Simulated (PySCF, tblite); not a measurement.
# C3H9NO2Si: dynamics, then NMR shifts on frames, part 2 of 2

tblite 0.8.0 and PySCF 2.14.0. Atoms count from 0. The steps go on from the part before.

### Step 6. Nuclear shieldings: 800 fs, PBE0/pcSseg-1

Job settings and geometry (Å):

```
{"job": {"kind": "nmr", "xc": "PBE0", "basis": "pcSseg-1", "pop": false}, "charge": 0, "multiplicity": 1}
C      1.701000    -0.812400    -0.041700
Si     0.102100     0.173000     0.416500
N      0.506100     1.810000     0.276700
O     -1.201900    -0.505500    -0.363700
C     -2.206000    -0.914600     0.490800
C     -1.668900    -0.823200     1.907600
O     -0.433300    -0.176500     1.901900
H      1.856700    -1.709000     0.589800
H      1.519400    -1.167000    -1.047300
H      2.593200    -0.195100     0.029000
H      1.194400     2.174500    -0.372800
H      0.250900     2.481900     0.968900
H     -3.147400    -0.361200     0.348800
H     -2.375600    -1.975400     0.242800
H     -1.505400    -1.811300     2.351200
H     -2.352000    -0.320700     2.586200
```

Level: GIAO PBE0/pcSseg-1 NMR shielding, non-relativistic, gas phase.

The log of the run:

```text
coarse grid: 13696 points
cycle   1  E = -613.7719666164  dE =  1.087e+00  |g| = 9.504e-01  |ddm| = 3.566e+00
cycle   2  E = -613.6298903877  dE =  1.421e-01  |g| = 1.308e+00  |ddm| = 1.650e+00
cycle   3  E = -613.9357789269  dE = -3.059e-01  |g| = 1.069e-01  |ddm| = 1.063e+00
cycle   4  E = -613.9376912725  dE = -1.912e-03  |g| = 4.207e-02  |ddm| = 9.122e-02
cycle   5  E = -613.9380605911  dE = -3.693e-04  |g| = 8.142e-03  |ddm| = 3.162e-02
cycle   6  E = -613.9380717166  dE = -1.113e-05  |g| = 3.196e-03  |ddm| = 7.146e-03
cycle   7  E = -613.9380739108  dE = -2.194e-06  |g| = 3.404e-04  |ddm| = 2.405e-03
final grid: 127312 points
cycle   8  E = -613.9965754772  dE = -2.211e-05  |g| = 1.300e-02  |ddm| = 2.020e-02
cycle   9  E = -613.9965431443  dE =  3.233e-05  |g| = 1.869e-02  |ddm| = 1.855e-02
cycle  10  E = -613.9966070083  dE = -6.386e-05  |g| = 1.166e-03  |ddm| = 1.148e-02
cycle  11  E = -613.9966072992  dE = -2.909e-07  |g| = 1.399e-04  |ddm| = 1.028e-03
cycle  12  E = -613.9966073032  dE = -4.049e-09  |g| = 3.829e-05  |ddm| = 1.387e-04
cycle  13  E = -613.9966073035  dE = -2.397e-10  |g| = 1.812e-05  |ddm| = 4.934e-05
converged SCF energy = -613.9966073035

GIAO shielding tensors (ppm)
atom      isotropic    diamagn.    paramagn.     s11        s22        s33       span
  0 C      185.827     258.132     -72.305    169.466    190.417    197.599     28.133
  1 Si     362.507     881.854    -519.347    345.304    348.578    393.637     48.333
  2 N      232.882     320.266     -87.384    202.504    222.403    273.739     71.235
  3 O      282.024     401.516    -119.491    215.119    274.557    356.397    141.278
  4 C      123.970     241.486    -117.516     95.229    110.565    166.116     70.887
  5 C      123.562     242.069    -118.507     90.125    111.316    169.247     79.122
  6 O      301.576     398.925     -97.349    243.821    288.275    372.631    128.810
  7 H       30.969      31.188      -0.219     26.520     28.879     37.509     10.989
  8 H       31.446      33.162      -1.716     26.857     29.832     37.648     10.791
  9 H       31.629      31.978      -0.349     26.796     29.792     38.297     11.501
 10 H       30.442      31.966      -1.524     23.784     26.830     40.711     16.927
 11 H       30.719      31.526      -0.806     23.607     26.322     42.228     18.621
 12 H       27.451      27.875      -0.424     23.011     25.425     33.916     10.905
 13 H       27.142      27.973      -0.831     22.839     24.904     33.684     10.845
 14 H       27.528      28.346      -0.818     22.800     25.483     34.300     11.500
 15 H       27.783      27.711       0.071     23.590     25.838     33.921     10.331
```

Wall time 16 s (1 thread of AMD EPYC 7B13, shared host); peak memory 0.79 GiB.

This run: δ C5 63.4, C4 63.0, C0 1.1, Si1 -13.3, H13 4.57, H12 4.27 ppm.

### Step 7. Shielding tensors: 1000 fs, PBE0/pcSseg-1

Job settings and geometry (Å):

```
{"job": {"kind": "nmr", "xc": "PBE0", "basis": "pcSseg-1", "pop": false}, "charge": 0, "multiplicity": 1}
C      1.841100    -0.443900     0.193400
Si     0.209900     0.420200     0.388300
N      0.299700     2.086700     0.111400
O     -1.043400    -0.167500    -0.508000
C     -2.133600    -0.413700     0.407100
C     -1.576300    -0.607200     1.869600
O     -0.335900     0.031500     1.930700
H      1.893000    -1.449900     0.659400
H      2.158000    -0.360600    -0.845500
H      2.587000     0.115900     0.766000
H      1.039900     2.447000    -0.421000
H     -0.418000     2.778400     0.220500
H     -2.801500     0.436500     0.336000
H     -2.573500    -1.355900     0.077800
H     -1.398900    -1.698100     2.051700
H     -2.278800    -0.224200     2.629900
```

Method: GIAO PBE0/pcSseg-1 NMR shielding, non-relativistic, gas phase.

The log of the run:

```text
coarse grid: 13696 points
cycle   1  E = -613.7614056206  dE =  9.724e-01  |g| = 9.733e-01  |ddm| = 3.553e+00
cycle   2  E = -613.5829027370  dE =  1.785e-01  |g| = 1.394e+00  |ddm| = 1.785e+00
cycle   3  E = -613.9340150258  dE = -3.511e-01  |g| = 1.234e-01  |ddm| = 1.170e+00
cycle   4  E = -613.9366710671  dE = -2.656e-03  |g| = 4.554e-02  |ddm| = 1.001e-01
cycle   5  E = -613.9370892919  dE = -4.182e-04  |g| = 9.724e-03  |ddm| = 3.322e-02
cycle   6  E = -613.9371059485  dE = -1.666e-05  |g| = 3.485e-03  |ddm| = 8.533e-03
cycle   7  E = -613.9371084395  dE = -2.491e-06  |g| = 5.134e-04  |ddm| = 2.635e-03
final grid: 127312 points
cycle   8  E = -613.9967330296  dE = -1.642e-05  |g| = 1.335e-02  |ddm| = 2.013e-02
cycle   9  E = -613.9966931996  dE =  3.983e-05  |g| = 2.000e-02  |ddm| = 1.958e-02
cycle  10  E = -613.9967660826  dE = -7.288e-05  |g| = 1.241e-03  |ddm| = 1.238e-02
cycle  11  E = -613.9967664075  dE = -3.249e-07  |g| = 1.458e-04  |ddm| = 1.057e-03
cycle  12  E = -613.9967664114  dE = -3.954e-09  |g| = 5.642e-05  |ddm| = 1.406e-04
cycle  13  E = -613.9967664118  dE = -4.050e-10  |g| = 3.182e-05  |ddm| = 6.038e-05
cycle  14  E = -613.9967664120  dE = -1.803e-10  |g| = 4.372e-06  |ddm| = 2.430e-05
converged SCF energy = -613.9967664120

GIAO shielding tensors (ppm)
atom      isotropic    diamagn.    paramagn.     s11        s22        s33       span
  0 C      191.428     256.533     -65.105    178.011    194.038    202.236     24.225
  1 Si     349.798     882.377    -532.579    327.519    356.770    365.105     37.586
  2 N      243.659     319.966     -76.307    218.268    229.896    282.813     64.545
  3 O      279.254     399.200    -119.946    229.572    265.973    342.217    112.645
  4 C      115.202     244.336    -129.134     73.452    111.152    161.003     87.550
  5 C      116.571     245.371    -128.800     87.580    106.303    155.831     68.251
  6 O      283.381     400.418    -117.037    227.201    275.077    347.866    120.665
  7 H       30.742      30.967      -0.224     26.033     28.357     37.838     11.805
  8 H       31.542      31.930      -0.388     26.760     28.949     38.917     12.157
  9 H       31.375      30.394       0.980     27.017     29.088     38.019     11.002
 10 H       31.867      33.193      -1.326     24.646     27.976     42.977     18.331
 11 H       30.916      31.639      -0.724     23.396     26.420     42.931     19.535
 12 H       27.479      29.561      -2.082     22.496     25.738     34.203     11.707
 13 H       27.187      28.759      -1.572     22.820     25.470     33.272     10.451
 14 H       26.959      29.045      -2.086     22.112     24.926     33.840     11.728
 15 H       27.297      27.600      -0.303     23.674     25.219     32.998      9.324
```

It took 17 s on 1 thread of AMD EPYC 7B13, shared host; peak memory 0.79 GiB.

This run: δ C4 71.7, C5 70.4, C0 -4.5, Si1 -0.6, H14 4.76, H13 4.53 ppm.

### Step 8. Comparing the runs: NMR shifts

Shifts (ppm) of some atoms, chosen among heavy atoms and hydrogens apart, with basis size and wall time:

| frame | C4 | H11 | H10 | Si1 | N2 | O3 | O6 | functions | time |
| --- | --- | --- | --- | --- | --- | --- | --- | --- | --- |
| 250 fs | 65.9 | 2.28 | 1.52 | -8.3 | 39.2 | 68.4 | 43.7 | 171 | 26 s |
| 425 fs | 63.8 | 0.60 | 1.15 | -4.6 | 27.9 | 47.5 | 48.8 | 171 | 17 s |
| 625 fs | 63.4 | 0.11 | 0.73 | 7.3 | 39.2 | 39.0 | 49.5 | 171 | 17 s |
| 800 fs | 63.0 | 1.00 | 1.28 | -13.3 | 34.8 | 54.1 | 34.5 | 171 | 16 s |
| 1000 fs | 71.7 | 0.80 | -0.15 | -0.6 | 24.1 | 56.8 | 52.7 | 171 | 17 s |

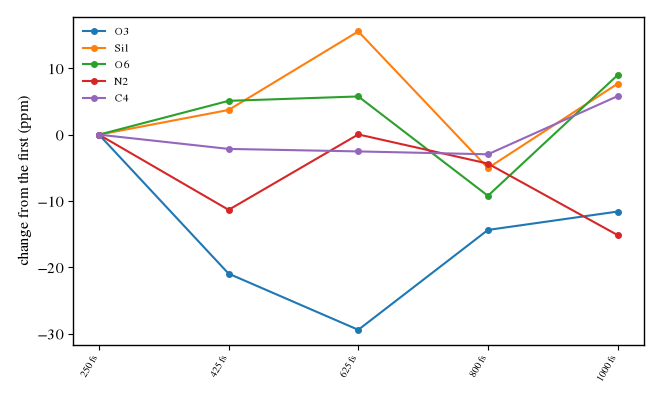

How five of the tabulated atoms move from run to run.

### Step 9. Results

What follows sums up all 2 parts.

| quantity | value |
| --- | --- |
| thermostat | 200 K |
| mean temperature, second half | 195 K |
| mean potential energy above the minimum | 0.35 eV |
| 13C shifts against TMS (PBE0/pcSseg-1, 250 fs) | 65.9, 65.3, -0.1 ppm |
| 1H shifts against TMS (PBE0/pcSseg-1, 250 fs) | 4.76, 4.09, 4.03, 3.61, 2.28, 1.52, 0.75, -0.07, -0.17 ppm |
| 29Si shifts against TMS (PBE0/pcSseg-1, 250 fs) | -8.3 ppm |
| 15N shifts against NH3 (PBE0/pcSseg-1, 250 fs) | 39.2 ppm |
| 17O shifts against H2O (PBE0/pcSseg-1, 250 fs) | 68.4, 43.7 ppm |
| surface potential, least and greatest | -1.54 V and 1.39 V |
| range of the shift of O3 | 39.0 to 68.4 ppm |

What this shows: In the second half the potential energy averages 0.35 eV above the minimum; equipartition over 42 harmonic modes at 200 K would give 0.36 eV. With 16 atoms the temperature swings widely (52 to 276 K). Shifts at one fixed geometry are not the observed spectrum, which averages over the motion. In ppm, O3 moves most: its shift spreads over 29.4 ppm, from 39.0 (625 fs) to 68.4 (250 fs).
